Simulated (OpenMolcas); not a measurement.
# WCl4O (SMILES O=[W](Cl)(Cl)(Cl)Cl): levels of theory compared

We compute a comparison of 6 runs (B2PLYP/def2-SVP, BLYP/def2-SVP, PBE/def2-SVP, PBE0/def2-SVP, r2SCAN/def2-SVP, revPBE/def2-SVP) of WCl4O. 

The results are computed with OpenMolcas 26.06.

2 further runs of the same task are left out: 2 set aside as unsound or not needed.

### Step 1. Starting point

WCl4O has 6 atoms, charge 0, and is taken as a singlet. As SMILES, `O=[W](Cl)(Cl)(Cl)Cl`. One bond was lengthened or shortened from a relaxed shape.

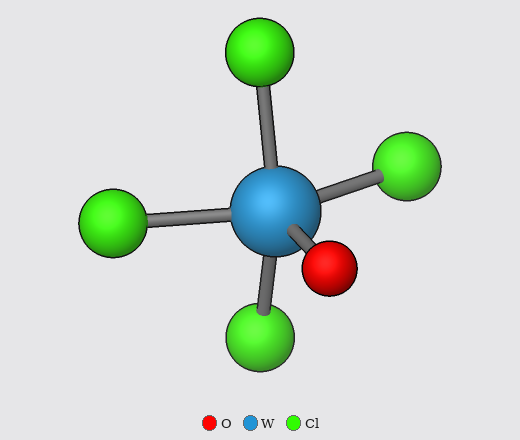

Viewed from a chosen angle; oxygen red, tungsten blue, chlorine green.

### Step 2. A single-point energy at B2PLYP/def2-SVP (core potential) (run 1)

The input, mol.inp:

```
&GATEWAY
 BASLIB
 $CurrDir
 COORD
 6
 bohr
 O     -0.02169595    -3.77171382     0.40263450
 W     -0.00096376    -0.16831791     0.01797130
 Cl     3.61935465     1.07321326     2.02633443
 Cl    -3.60939580     0.66234901    -2.21160318
 Cl     2.13384095     0.47139218    -3.68543837
 Cl    -2.12386319     1.26301735     3.50028301
 BASIS
 def2-SVP
 GROUP
 NoSym

&SEWARD
 GRIDINPUT
 Grid=UltraFine
 End of Grid

&SCF
 KSDFT
 B2PLYP_SCF
 THRESHOLDS
 1e-10 1e-07 1e-07 1e-05
 PRORBITALS
 1 1

&MBPT2
 FROZEN
 21
```

The basis set def2-SVP is read from a file made from the Basis Set Exchange's data (not shown).

On the command line:

```bash
$ export MOLCAS_MEM=1860
$ pymolcas mol.inp > mol.log
```

Log:

```text
--- Start Module: gateway ---
[...]
--- Stop Module: gateway /rc=_RC_ALL_IS_WELL_ ---
[...]
      Basis functions          118
[...]
--- Start Module: scf ---
[...]
       Convergence after  19 Iterations
[...]
::    Total KS-DFT energy                           -1981.4717177955
[...]
      Total spin, S                                     0.0000000000
[...]
      Total electronic charge=   90.000000
      Total            charge=   -0.000000
[...]
      Dipole Moment (debye):
      Origin of the operator (angstrom)=    0.0003    0.0468   -0.0050
                   X=  1.2094E-02               Y=  2.0876E+00               Z= -2.2284E-01           Total=  2.0995E+00
      Quadrupole Moment (debye*angstrom):
[...]
--- Stop Module: scf /rc=_RC_ALL_IS_WELL_ ---
[...]
--- Start Module: mbpt2 ---
[...]
 ###    WARNING: MP2 implementation intended for RHF references only         ###
 ###############################################################################
MBPT2 WARNING: Reference function according to RunFile:KS-DFT
I'll assume you know what you're doing and continue
WARNING!
Default frozen orbitals as non valence orbitals is overwritten by user input.
Default values:  21
[...]
       Reference weight ( Cref**2 )         =        0.51680
::    Total MBPT2 energy                            -1982.9965429251
[...]
      Total MBPT2 calculations                           1.05      1.21
--- Stop Module: mbpt2 /rc=_RC_ALL_IS_WELL_ ---
[...]
```

Run time: 42 s. Hardware: 1 thread of Arm Neoverse V1, shared host; peak memory 0.74 GiB.

### Step 3. A single-point energy at BLYP/def2-SVP (core potential) (run 2)

The input, coord.xyz:

```xyz
6

O     -0.011481    -1.995905     0.213065
W     -0.000510    -0.089070     0.009510
Cl     1.915280     0.567920     1.072290
Cl    -1.910010     0.350500    -1.170330
Cl     1.129180     0.249450    -1.950250
Cl    -1.123900     0.668360     1.852270
```

The input, mol.input:

```
&GATEWAY
BASLIB
$CurrDir
COORD
coord.xyz
BASIS
def2-SVP
GROUP
NoSym
&SEWARD
GRIDINPUT
Grid=UltraFine
End of Grid
&SCF
KSDFT
BLYP
THRESHOLDS
1e-10 1e-07 1e-07 1e-05
PRORBITALS
0
```

The basis set def2-SVP is read from a file made from the Basis Set Exchange's data (not shown).

On the command line:

```bash
$ export MOLCAS_MEM=1860
$ pymolcas mol.input > mol.log
```

Log:

```text
--- Start Module: gateway ---
[...]
--- Stop Module: gateway /rc=_RC_ALL_IS_WELL_ ---
--- Start Module: seward ---
[...]
      Basis functions          118
--- Stop Module: seward /rc=_RC_ALL_IS_WELL_ ---
[...]
--- Start Module: scf ---
[...]
       Convergence after  24 Iterations
[...]
::    Total KS-DFT energy                           -1982.6679708803
[...]
      Total spin, S                                     0.0000000000
[...]
      Total electronic charge=   90.000000
      Total            charge=   -0.000000
[...]
      Dipole Moment (debye):
      Origin of the operator (angstrom)=    0.0003    0.0468   -0.0050
                   X=  1.0028E-02               Y=  1.7312E+00               Z= -1.8480E-01           Total=  1.7411E+00
      Quadrupole Moment (debye*angstrom):
[...]
--- Stop Module: scf /rc=_RC_ALL_IS_WELL_ ---
[...]
```

It took 49 s on 1 thread of Arm Neoverse V1, shared host; peak memory 0.74 GiB.

### Step 4. A single-point energy at PBE/def2-SVP (core potential) (run 3)

coord.xyz is that of step 3.

The input, run.input:

```
>>> EXPORT MOLCAS_PRINT=2

&gateway
  baslib = $CurrDir
  coord = coord.xyz
  basis = def2-SVP
  group = NoSym

&seward
  gridinput
  Grid=UltraFine
  End of Grid

&scf
  ksdft = PBE
  thresholds = 1e-10 1e-07 1e-07 1e-05
  prorbitals = 1 1
```

The basis set def2-SVP is read from a file made from the Basis Set Exchange's data (not shown).

On the command line:

```bash
$ export MOLCAS_MEM=1860
$ pymolcas run.input > run.log
```

Log:

```text
--- Start Module: gateway ---
[...]
--- Stop Module: gateway /rc=_RC_ALL_IS_WELL_ ---
--- Start Module: seward ---
[...]
      Basis functions          118
--- Stop Module: seward /rc=_RC_ALL_IS_WELL_ ---
[...]
--- Start Module: scf ---
[...]
       Convergence after  26 Iterations
[...]
::    Total KS-DFT energy                           -1981.9205012996
[...]
      Total spin, S                                     0.0000000000
[...]
      Total electronic charge=   90.000000
      Total            charge=   -0.000000
[...]
      Dipole Moment (debye):
      Origin of the operator (angstrom)=    0.0003    0.0468   -0.0050
                   X=  9.7351E-03               Y=  1.6802E+00               Z= -1.7936E-01           Total=  1.6898E+00
      Quadrupole Moment (debye*angstrom):
[...]
--- Stop Module: scf /rc=_RC_ALL_IS_WELL_ ---
[...]
```

It took 52 s on 1 thread of Arm Neoverse V1, shared host; peak memory 0.74 GiB.

Runs 4 to 5 aren't shown in full; the table further down has their settings and results.

### Step 5. A single-point energy at revPBE/def2-SVP (core potential) (run 6)

The input, test.inp:

```
* Cl4OW Kohn-Sham DFT

&GATEWAY
  BasLib=$CurrDir
  Coord
  6
  angstrom
  O       -0.011481      -1.995905       0.213065
  W       -0.000510      -0.089070       0.009510
  Cl       1.915280       0.567920       1.072290
  Cl      -1.910010       0.350500      -1.170330
  Cl       1.129180       0.249450      -1.950250
  Cl      -1.123900       0.668360       1.852270
  Basis=def2-SVP
  Group=NoSym

&SEWARD
  GridInput
  Grid=UltraFine
  End of Grid

&SCF
  KSDFT=revPBE
  Thresholds=1e-10 1e-07 1e-07 1e-05
  PrOrbitals=1 1
```

The basis set def2-SVP is read from a file made from the Basis Set Exchange's data (not shown).

On the command line:

```bash
$ export MOLCAS_MEM=1860
$ pymolcas test.inp > test.log
```

Log:

```text
--- Start Module: gateway ---
[...]
--- Stop Module: gateway /rc=_RC_ALL_IS_WELL_ ---
--- Start Module: seward ---
[...]
      Basis functions          118
--- Stop Module: seward /rc=_RC_ALL_IS_WELL_ ---
[...]
--- Start Module: scf ---
[...]
       Convergence after  24 Iterations
[...]
::    Total KS-DFT energy                           -1982.4087190946
[...]
      Total spin, S                                     0.0000000000
[...]
      Total electronic charge=   90.000000
      Total            charge=   -0.000000
[...]
      Dipole Moment (debye):
      Origin of the operator (angstrom)=    0.0003    0.0468   -0.0050
                   X=  9.5297E-03               Y=  1.6444E+00               Z= -1.7554E-01           Total=  1.6538E+00
      Quadrupole Moment (debye*angstrom):
[...]
--- Stop Module: scf /rc=_RC_ALL_IS_WELL_ ---
[...]
```

Wall time 50 s (1 thread of Arm Neoverse V1, shared host); peak memory 0.74 GiB.

### Step 6. Overview of the runs

| run | level | frozen core orbitals | energy (Eh) | dipole moment (D) | HOMO energy (eV) | LUMO energy (eV) | wall time |
| --- | --- | --- | --- | --- | --- | --- | --- |
| 1 | B2PLYP/def2-SVP (core potential) | 21 | -1981.883421 | 2.10 | -10.33 | -4.15 | 42 s |
| 2 | BLYP/def2-SVP (core potential) | – | -1982.667971 | 1.74 | -7.49 | -5.38 | 49 s |
| 3 | PBE/def2-SVP (core potential) | – | -1981.920501 | 1.69 | -7.75 | -5.62 | 52 s |
| 4 | PBE0/def2-SVP (core potential) | – | -1981.971615 | 1.85 | -9.20 | -5.22 | 48 s |
| 5 | r2SCAN/def2-SVP (core potential) | – | -1982.584212 | 1.73 | -8.22 | -5.83 | 56 s |
| 6 | revPBE/def2-SVP (core potential) | – | -1982.408719 | 1.65 | -7.73 | -5.58 | 50 s |

### Step 7. Outcome

| quantity | value |
| --- | --- |
| run 6: total energy | -1982.40872 Eh |
| run 6: dipole moment | 1.65 D |
| run 6: HOMO energy | -7.73 eV |
| run 6: LUMO energy | -5.58 eV |
| run 6: HOMO–LUMO gap | 2.15 eV |

**Reading.** The dipole moment (its size) runs from 1.65 D (revPBE/def2-SVP) to 2.10 D (B2PLYP/def2-SVP). A double hybrid's value is that of its SCF part. The HOMO–LUMO gap runs from 2.11 eV (BLYP/def2-SVP) to 6.18 eV (B2PLYP/def2-SVP). For B2PLYP the log adds the whole second-order term; the table takes 0.27 of it, as the functional is defined. Totals of different functionals can't be ranked against each other. All runs together took 4.9 min, the longest 56 s.
